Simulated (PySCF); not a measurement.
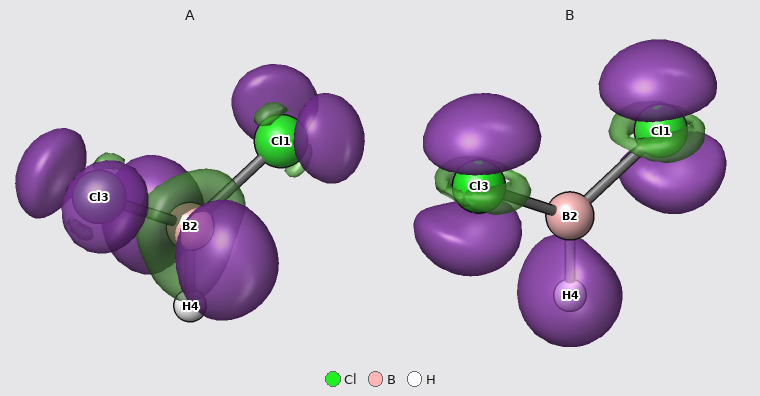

BCl$_{2}$H, SMILES `ClBCl`. The two Fukui functions at ±0.04 e/Å³ (purple positive, green negative).

PySCF calculation, PBE/def2-SVP, gas phase; geometry: GFN2-xTB. No frequency check shows the geometry to be a minimum. GFN2-xTB bond lengths at metals and heavier atoms can be off by up to 0.1 Å and shapes distorted, which carries into these values.

Geometry (Å), atoms numbered from 1:

```
Cl1     -1.4746   -0.1566    0.0000
B2      -0.0001    0.6919    0.0000
Cl3      1.4746   -0.1566    0.0000
H4      -0.0002    1.8651    0.0000
```

> Which panel is f⁻ (electron removed) and which f⁺ (electron added)?

A is f⁺, B is f⁻. f⁻ (Hirshfeld-condensed) is largest on Cl1 and Cl3 (0.35 each); the vertical ionisation energy is 11.16 eV. f⁺ (Hirshfeld-condensed) is largest on B2 (0.38) and Cl1 and Cl3 (0.25 each); the vertical electron affinity is −1.01 eV (the stability of the anion's solution wasn't checked; negative, but this basis has no diffuse functions, so it doesn't show that the anion is unbound).

> What chemical potential and hardness follow from the two energies?

μ = −(I + A)/2 = −5.07 eV and η = I − A = 12.17 eV.
